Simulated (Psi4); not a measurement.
# B2O2 (diboron dioxide) at B3LYP/aug-cc-pVDZ

What is the vertical singlet–triplet gap of B2O2 (diboron dioxide) at B3LYP/aug-cc-pVDZ? 

Program for the calculation: Psi4 1.11.

1 further run of the same task is left out (it didn't finish).

## 1. Starting point

B2O2: 4 atoms, total charge 0, spin state singlet. As SMILES, `O=BB=O`. The shape is that of a PBE0-D4/def2-TZVP optimisation.

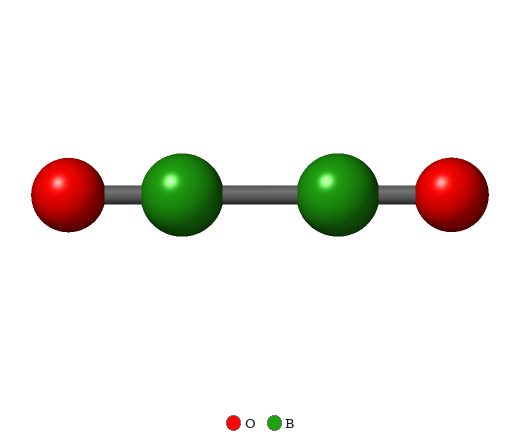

The structure, seen from a chosen angle (oxygen red, boron green).

## 2. Energy and forces at B3LYP/aug-cc-pVDZ

File job.in:

```
memory 1600 mb

molecule {
  0 1
  O     -0.743090     0.459760     1.817650
  B     -0.302300     0.187070     0.739120
  B      0.302150    -0.186920    -0.739220
  O      0.743230    -0.459920    -1.817550
  units angstrom
  symmetry c1
  no_reorient
  no_com
}

set basis aug-cc-pVDZ
set puream true
set e_convergence 1e-09
set d_convergence 1e-08
set scf_type pk
set dft_radial_points 99
set dft_spherical_points 590

e_tot, wfn = gradient('b3lyp', return_wfn=True)
```

On the command line:

```bash
$ psi4 -n 1 job.in job.out
```

job.out:

```text
[...]
  Running in c1 symmetry.
[...]
  Nuclear repulsion =   66.762222931000380
[...]
  Multiplicity = 1
[...]
  Nalpha       = 13
  Nbeta        = 13
[...]
    Number of basis functions: 92
[...]
   @RKS iter   1:  -199.90842223135502   -7.00496e-01   1.05611e-02 DIIS/ADIIS
[...]
   @RKS iter  10:  -200.26783488771019   -5.57066e-12   1.96175e-09 DIIS
[...]
    Orbital Energies [Eh]
    ---------------------
    Doubly Occupied:
       1A    -19.193395     2A    -19.193383     3A     -6.834098
       4A     -6.833776     5A     -1.036543     6A     -1.035775
       7A     -0.543884     8A     -0.463595     9A     -0.451070
      10A     -0.415256    11A     -0.415256    12A     -0.394349
      13A     -0.394349
[...]
  @RKS Final Energy:  -200.26783488771019
   => Energetics <=
    Nuclear Repulsion Energy =             66.7622229310003803
    One-Electron Energy =                -404.9450553309641236
    Two-Electron Energy =                 158.3594866493837969
    DFT Exchange-Correlation Energy =     -20.4444891371302617
    Empirical Dispersion Energy =           0.0000000000000000
    VV10 Nonlocal Energy =                  0.0000000000000000
    Total Energy =                       -200.2678348877101939
[...]
 Multipole Moments:
 ------------------------------------------------------------------------------------
     Multipole            Electronic (a.u.)      Nuclear  (a.u.)        Total (a.u.)
 ------------------------------------------------------------------------------------
 L = 1.  Multiply by 2.5417464519 to convert [e a0] to [Debye]
 Dipole X            :         -0.0009430            0.0006992           -0.0002438
 Dipole Y            :          0.0012625           -0.0010016            0.0002609
 Dipole Z            :         -0.0007369            0.0005669           -0.0001700
 Magnitude           :                                                    0.0003955
[...]
  -Total Gradient:
     Atom            X                  Y                   Z
    ------   -----------------  -----------------  -----------------
       1        0.004407979173    -0.002727538903    -0.010775822416
       2       -0.004357796628     0.002695377376     0.010652712826
       3        0.004356470775    -0.002693153198    -0.010659247050
       4       -0.004406661458     0.002725323421     0.010782351046
[...]
```

Wall time 15 s (1 thread of AMD EPYC 9R14 (Zen 4), shared host); peak memory 0.92 GiB.

## 3. The triplet at the same level

File input.inp:

```
memory 1.6 GB

molecule {
  0 3
  O     -1.40423659     0.86882048     3.43486069
  B     -0.57126421     0.35351107     1.39673437
  B      0.57098075    -0.35322761    -1.39692335
  O      1.40450115    -0.86912284    -3.43467172
  units bohr
  symmetry c1
}

set reference uks
set puream true
set e_convergence 1e-09
set d_convergence 1e-08
set scf_type pk
set dft_radial_points 99
set dft_spherical_points 590
set maxiter 100

energy_value, wavefunction = gradient("b3lyp/aug-cc-pVDZ", return_wfn=True)
print_variables()
```

On the command line:

```bash
$ psi4 input.inp input.out -n 1
```

input.out:

```text
[...]
  Running in c1 symmetry.
[...]
  Nuclear repulsion =   66.762222939504184
[...]
  Multiplicity = 3
[...]
  Nalpha       = 14
  Nbeta        = 12
[...]
    Number of basis functions: 92
[...]
   @UKS iter   1:  -199.84650368900316   -6.38578e-01   7.33919e-03 ADIIS/DIIS
[...]
   @UKS iter  17:  -200.03772186870282   -3.41061e-13   6.48162e-09 DIIS
[...]
   @S^2 Observed:                2.029513404E+00
[...]
    Orbital Energies [Eh]
    ---------------------
    Alpha Occupied:
       1A    -19.233259     2A    -19.233246     3A     -6.829535
       4A     -6.829179     5A     -1.091373     6A     -1.090744
       7A     -0.535253     8A     -0.501995     9A     -0.475718
      10A     -0.475091    11A     -0.464898    12A     -0.452294
      13A     -0.436995    14A     -0.163803
    Alpha Virtual:
      15A     -0.105798    16A     -0.008043    17A      0.000053
      18A      0.024466    19A      0.026853    20A      0.047400
      21A      0.047722    22A      0.048108    23A      0.049277
      24A      0.096975    25A      0.102544    26A      0.137893
[...]
  @UKS Final Energy:  -200.03772186870282
   => Energetics <=
    Nuclear Repulsion Energy =             66.7622229395041842
    One-Electron Energy =                -404.2550735553826371
    Two-Electron Energy =                 157.8893347620452232
    DFT Exchange-Correlation Energy =     -20.4342060148695595
    Empirical Dispersion Energy =           0.0000000000000000
    VV10 Nonlocal Energy =                  0.0000000000000000
    Total Energy =                       -200.0377218687028176
[...]
 Multipole Moments:
 ------------------------------------------------------------------------------------
     Multipole            Electronic (a.u.)      Nuclear  (a.u.)        Total (a.u.)
 ------------------------------------------------------------------------------------
 L = 1.  Multiply by 2.5417464519 to convert [e a0] to [Debye]
 Dipole X            :         -0.0003339            0.0001644           -0.0001696
 Dipole Y            :          0.0003573           -0.0001757            0.0001816
 Dipole Z            :         -0.0002013            0.0001134           -0.0000880
 Magnitude           :                                                    0.0002636
[...]
  -Total Gradient:
     Atom            X                  Y                   Z
    ------   -----------------  -----------------  -----------------
       1        0.053014882534    -0.032798690336    -0.129709944457
       2       -0.068751012569     0.042535668699     0.168198706186
       3        0.068780356087    -0.042567137730    -0.168178775408
       4       -0.053044232365     0.032830166164     0.129690009331
[...]
```

Run time: 25 s. Hardware: 1 thread of AMD EPYC 9R14 (Zen 4), shared host; peak memory 0.92 GiB.

## 4. Outcome

At B3LYP/aug-cc-pVDZ:

| quantity | value |
| --- | --- |
| singlet: total energy | -200.26783 Eh |
| singlet: dipole moment | 0.00 D |
| singlet: HOMO energy | -10.73 eV |
| singlet: LUMO energy | -2.68 eV |
| singlet: HOMO–LUMO gap | 8.05 eV |
| singlet: largest force on an atom | 0.615 eV/Å |
| triplet: total energy | -200.03772 Eh |
| triplet: dipole moment | 0.00 D |
| triplet: HOMO energy (highest over α and β) | -4.46 eV |
| triplet: ⟨S²⟩ | 2.030 |
| triplet: largest force on an atom | 9.596 eV/Å |
| vertical energy of the triplet above the singlet | 6.262 eV |

What this shows: At this shape the triplet lies 6.26 eV (604 kJ/mol) above the singlet. The largest force (singlet) is 0.62 eV/Å: the shape isn't a stationary point for this species at this level.
